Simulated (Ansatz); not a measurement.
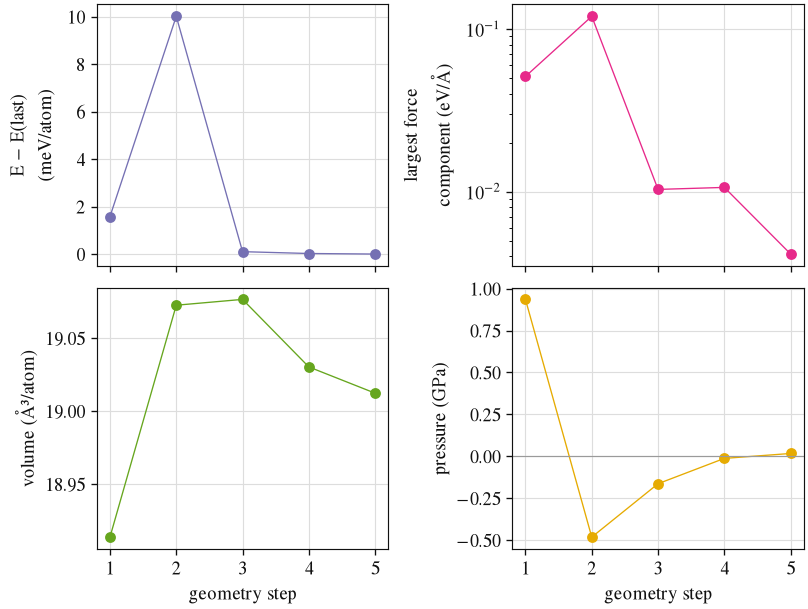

History of a geometry optimisation. Atoms and cell relax. A closing SCF on a freshly chosen basis isn't drawn.

Sb₃C₂ (P-62m, 5 atoms in the cell); DFT PBE, scalar-relativistic, plane waves, PAW in Ansatz; cutoff 420 eV, 6×6×12 k-mesh, Gaussian smearing of 0.1 eV.

How did the optimisation end?

Answer. The optimisation met its thresholds at geometry 5, counting the start as the first. The energy fell by about 1.6 meV/atom from the first step to the last. Step 2 went uphill and was rejected by the line search. The largest force component goes from about 0.051 eV/Å at the start to 4 × 10⁻³ eV/Å at the end, with a peak of 0.12 eV/Å at step 2.

Was the starting cell too large or too small?

Answer. The volume grows from 18.91 to 19.01 Å³ per atom (+0.5 %), overshooting to 19.08 at step 3, as the pressure goes from 0.94 GPa to about 0 GPa. The start was compressed.
